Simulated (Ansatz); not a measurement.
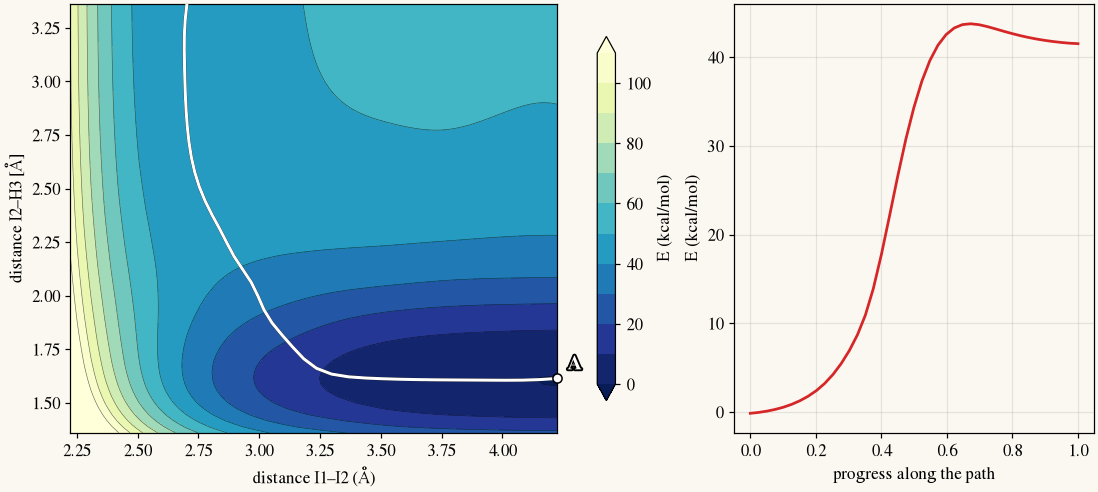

The system I + IH, spin multiplicity 2. First axis: distance I1–I2. Second axis: distance I2–H3. Nothing is relaxed (the angle I1–I2–H3 is fixed at 180 degrees). The grid has 12 × 12 points. Energies: kcal/mol, counted from the lowest grid point. In part of the range the unrestricted reference is strongly spin-contaminated. Theory: Ansatz 0.2.0, UHF/def2-SVPD.

Drawn: filled contours, a line along the lowest path, one colour for all values above the top of the scale, the energy along the path at the right, the start A. Between grid points the surface is interpolated.

Describe the path and its barrier.

Answer. The easiest path runs from the side where the first distance is long, about distance I1–I2 = 4.22 Å, distance I2–H3 = 1.61 Å, to the side where the second distance is long, about distance I1–I2 = 2.70 Å, distance I2–H3 = 3.36 Å. Its highest point, at distance I1–I2 = 2.761 Å, distance I2–H3 = 2.471 Å, lies about 44 kcal/mol above the start and 2.2 kcal/mol above the end on the interpolated surface. An end on the edge of the scan is no minimum, so the barrier from there is a lower bound.
